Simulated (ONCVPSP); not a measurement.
# Pseudopotential generation, with input and output: Rh

System: rhodium (Rh, Z = 45), core [Kr], reference valence 4d8 5s0.75 (an ion of charge +0.25), valence charge 9.
Method: ONCV potential, PBE, scalar-relativistic, made with ONCVPSP 4.0.1.

## The input
```
# ATOM AND REFERENCE CONFIGURATION
# atsym  z   nc   nv     iexc    psfile
  Rh 45.00    8    2        4      upf
#
#   n    l    f
    1    0    2.00
    2    0    2.00
    2    1    6.00
    3    0    2.00
    3    1    6.00
    3    2   10.00
    4    0    2.00
    4    1    6.00
    4    2    8.00
    5    0    0.75
#
# PSEUDOPOTENTIAL AND OPTIMIZATION
# lmax
    2
#
#   l,   rc,      ep,       ncon, nbas, qcut
    0    2.25    0.00    4    8    3.00
    1    2.30    0.05    4    7    3.90
    2    1.35    0.00    4    8    6.50
#
# LOCAL POTENTIAL
# lloc, lpopt,  rc(5),   dvloc0
    2    5    1.35    0.00
#
# VANDERBILT-KLEINMAN-BYLANDER PROJECTORs
# l, nproj, debl
    0    2    0.60
    1    2    2.40
    2    0    2.80
#
# MODEL CORE CHARGE
# icmod, fcfact, rcfact
    0    0.00    0.00
#
# LOG DERIVATIVE ANALYSIS
# epsh1, epsh2, depsh
   -2.00    5.00    0.02
#
# OUTPUT GRID
# rlmax, drl
    6.00    0.01
#
# TEST CONFIGURATIONS
# ncnf
    4
# nvcnf
#   n    l    f
    2
    4    2    8.00
    5    0    1.00
#
    2
    4    2    8.00
    5    0    0.00
#
    2
    4    2    7.00
    5    0    0.00
#
    2
    4    2    8.00
    5    0    0.50
#
```

Hardware: 1 CPU thread, shared host.

Command:
```bash
oncvpsp.x < Rh.dat > Rh.out
```

## The program's output (extracts)
```
ONCVPSP  (Optimized Norm-Conservinng Vanderbilt PSeudopotential)
scalar-relativistic version 4.0.1

#   n    l    f        energy (Ha)
    1    0    2.00    -8.4672987E+02
    2    0    2.00    -1.2280980E+02
    2    1    6.00    -1.1006687E+02
    3    0    2.00    -2.1998800E+01
    3    1    6.00    -1.7809469E+01
    3    2   10.00    -1.1111832E+01
    4    0    2.00    -3.0973867E+00
    4    1    6.00    -1.9190138E+00
    4    2    8.00    -2.8399335E-01
    5    0    0.75    -2.1420160E-01

Reference configufation results
  iterations    28
  all-electron total energy (Ha)   -4.78406933D+03

Begin loop to  construct optimized pseudo wave functions
and semi-local pseudopoentials for all angular momenta

   Wellstate for l =  0  n =  6
     eigenvalue =   0.3858
     asymptotic potential =   0.8858
     half-point radius =  5.6839

Calculating optimized projector #   1

 for l=   0

    Fraction of norm inside rc  0.214672
    Optimizing pswf for qcut=   3.01 a_B^-1,  ecut=   4.52 Ha
    Residual kinetic energy error=  1.37D-04 Ha
 ERROR pspot:  first pseudo wave function has node,          program will stop
 ERROR pspot: try changing psp parameters for this l
```

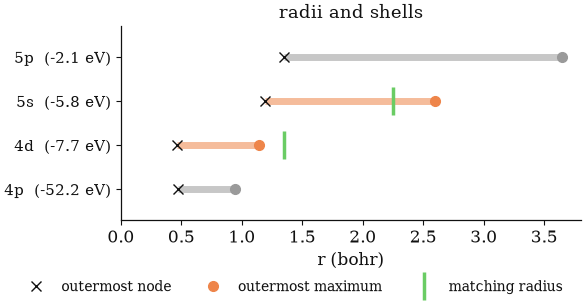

**Figure 1.** Outer shells of the all-electron reference atom: each bar runs from the outermost node (or the nucleus) to the outermost maximum of u(r); the tick is the radius chosen for the pseudo-wave. Shells without a tick have no pseudo-wave of their own. Levels, nodes and maxima are from ld1.x, scalar-relativistic.

- Radii against the shells: 4d: 1.35 bohr, outside the maximum; 5s: 2.25 bohr, between node and maximum.

## Outcome

- outcome: ended with an error

## What went wrong

The generator stopped with the message “ERROR pspot: first pseudo wave function has node, program will stop”. In words: the optimised pseudo-wave of the first projector has a node, so the radial equation cannot be inverted for a potential. It was at work on the s channel when it stopped.
